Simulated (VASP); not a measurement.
Band structure of SrTe (rock salt). All values below come from PBE GGA with D3 dispersion (zero damping), VASP's PBE PAW potentials (set 64) (plane waves; VASP).

Unless said otherwise, spin-orbit coupling is left out, though it shifts the bands of the heavy elements here.

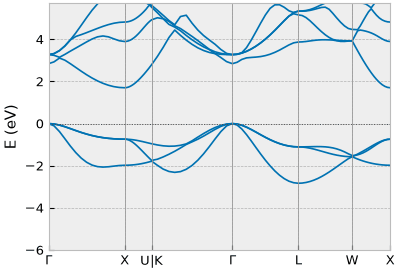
Fig. 1. Bands along high-symmetry lines, zero at the valence-band maximum or, without a gap, the Fermi level

Task: Read the plot: is there a gap, and where are the band edges?

Result: The gap is indirect, 1.70 eV, from the valence maximum at Γ to the conduction minimum at X. (Edges off the drawn lines would not show.)

The compound is SrTe in the rock salt structure. It was relaxed first.
